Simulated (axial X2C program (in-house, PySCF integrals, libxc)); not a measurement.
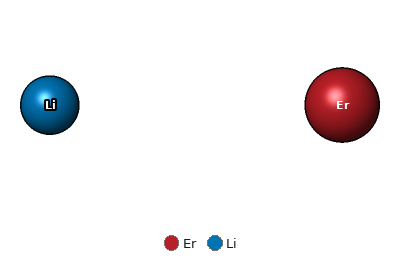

The molecule at the reference distance of 3.577 Å.

**Relativistic diatomic calculation for ErLi**

System: ErLi, single determinant with Ω = 11/2.
Method: PBE, two-component X2C with atomic mean-field Coulomb and Gaunt terms, Er dyall-cv3z, Li dyall-cv3z (cores contracted) (axial X2C program (in-house, PySCF integrals, libxc)).

## Log
```
two-component X2C + atomic mean field  PBE
basis functions 223  fitting functions 1078  grid points 5089
iter        total energy     max residual
   1     -13090.338709102     2.86e-01
   2     -13088.276103410     4.70e-01
   3     -13090.253032185     1.23e-01
   4     -13090.267317195     8.57e-02
   5     -13090.332963647     3.87e-02
   6     -13090.336813048     1.41e-02
   7     -13090.343837301     7.67e-03
   8     -13090.344231718     9.26e-03
   9     -13090.345695951     1.73e-03
  10     -13090.345730054     1.89e-04
  11     -13090.345731864     1.34e-04
  12     -13090.345732176     1.03e-04
  13     -13090.345732391     1.27e-05
  14     -13090.345732398     4.00e-06
  15     -13090.345732398     2.07e-06
converged
one-electron -17996.41734039  Coulomb 5169.94146370  exact exchange 0.00000000  xc functional -283.65647394  nuclear repulsion 30.17952223  atomic mean-field constant -10.39290401
```

## The points of the curve

| R (Å) | E (hartree) | dipole (D; origin at the first atom, positive when the second is positive) | highest filled (eV) | lowest empty (eV) |
| --- | --- | --- | --- | --- |
| 3.112 | −13090.342942 | −0.55 | −2.13 | −2.55 |
| 3.255 | −13090.344757 | −0.52 | −2.09 | −2.52 |
| 3.362 | −13090.345462 | −0.50 | −2.08 | −2.50 |
| 3.470 | −13090.345758 | −0.49 | −2.07 | −2.49 |
| 3.577 | −13090.345732 | −0.47 | −2.06 | −2.49 |
| 3.702 | −13090.345394 | −0.45 | −2.05 | −2.48 |
| 3.827 | −13090.344842 | −0.43 | −2.05 | −2.47 |
| 3.988 | −13090.343920 | −0.40 | −2.04 | −2.46 |
| 4.185 | −13090.342650 | −0.36 | −2.02 | −2.45 |
| 4.471 | −13090.340785 | −0.27 | −1.99 | −2.42 |
| 4.865 | −13090.338566 | −0.15 | −1.95 | −2.38 |
| 5.365 | −13090.336564 | −0.02 | −1.91 | −2.34 |

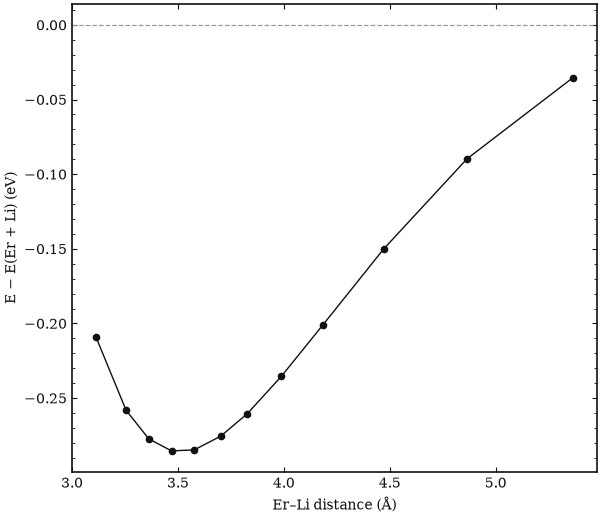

Energy at 12 bond lengths, for one set of occupations held fixed; the line joins the points. A polynomial of degree 6 through 9 points gives rₑ = 3.512 Å, ωₑ = 165.6 cm⁻¹, ωₑxₑ = 2.3 cm⁻¹ and Bₑ = 0.2030 cm⁻¹. The minimum lies 0.29 eV below Er + Li, each computed as one determinant at the same level.

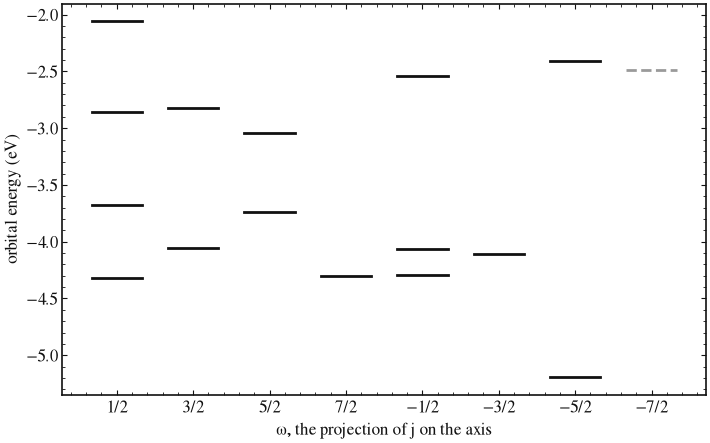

Orbital energies near the frontier at 3.58 Å, filled (solid) and empty (dashed). The highest filled spinor (1/2; 100 % Er f) lies at −2.06 eV, the lowest empty one (−7/2; 100 % Er f) at −2.49 eV.

## The input
```
{"zs": [68, 3], "q": 0, "bas": ["dyall-cv3z", "dyall-cv3z"], "levels": ["PBE0", "HF", "PBE", "B3LYP", "PBEsol"], "cc": true, "r0": 2.98, "thr": -2.0, "nmax": 140}
```

The line is the task of a batch: nuclear charges, charge, bases, the levels to run, a first guess of the distance and further settings. This report covers PBE with spin-orbit coupling. The log is that of the reference distance 3.577 Å.

The run was one of a batch that the task file lists, launched with:
```bash
python <driver script> task.json out
```

## Key numbers

| quantity | value |
| --- | --- |
| outcome | converged |
| bond length rₑ | 3.512 Å |
| ωₑ | 165.6 cm⁻¹ |
| energy at the minimum | −13090.34578 hartree |
| depth below the fragments | 0.29 eV |
| hardware | 2 CPU threads, shared host |
| wall time | 45 s (CPU time 90 s) |

## Remarks

To bear in mind: at every distance an empty level lies below a filled one, since the occupations are held fixed.
